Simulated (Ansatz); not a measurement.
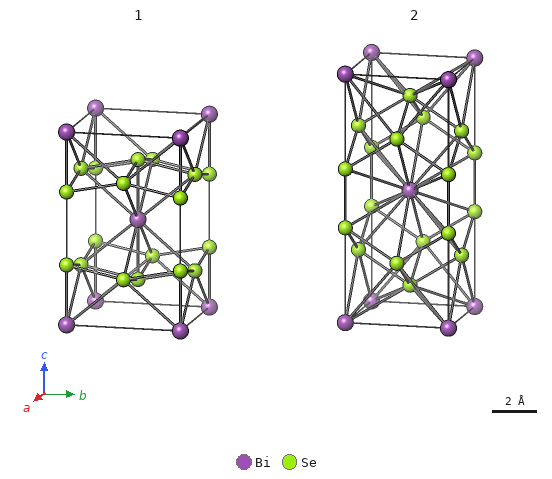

Two geometries of a crystal of BiSe4 (a generated structure, set up in I4/mmm) (coarse preliminary run), drawn at one scale. One is the start of a relaxation, the other its converged end. The picture is a ball-and-stick view of the conventional cell (2 times the calculation's cell), seen slightly off an axis. Lengths and directions refer to the drawn axes.

All numbers below come from Ansatz, DFT PBE, scalar-relativistic, plane waves, PAW. Settings: plane-wave cutoff 420 eV; k-point mesh 6 × 6 × 6; occupations gaussian; smearing width 0.1 eV; no spin polarisation; cell and atoms relaxed; force threshold 0.04 eV/Å; at most 70 steps.

### Which geometry has the lower energy?

Structure 1 is the relaxed one. Over 12 accepted moves (13 points after the start) the energy falls by 420 meV per atom. Largest force component: 0.043 eV/Å at the start, 0.013 eV/Å at the end. Pressure: −5.38 GPa at the start and −0.05 GPa at the end. At 1 point the geometry stayed and the basis and grid were re-selected for the new cell (energy shift of 0.3 meV per atom at most each time). The largest moves relative to the cell, 0.65 Å, are those of Se atoms. Bi stays in place. The drawn cell changes as follows: a = b 4.950 → 5.461 Å (+10.3 %), c 11.820 → 9.173 Å (−22.4 %); the volume changes by −5.5 %. Among the contacts that change: Bi–Se 4.511 → 2.849 Å, Se–Se 2.797 → 3.475 Å, Bi–Se 3.769 → 4.234 Å, Bi–Se 3.854 → 3.566 Å. Among the angles between lasting bonds that change: Se–Se–Se 115.7° → 157.0°, Se–Se–Se 106.5° → 92.3°, Se–Se–Se 73.5° → 87.7°. The space group stays I4/mmm (No. 139).

Limits of the set-up: layers or molecules are held without a dispersion correction, so their spacing is unreliable.
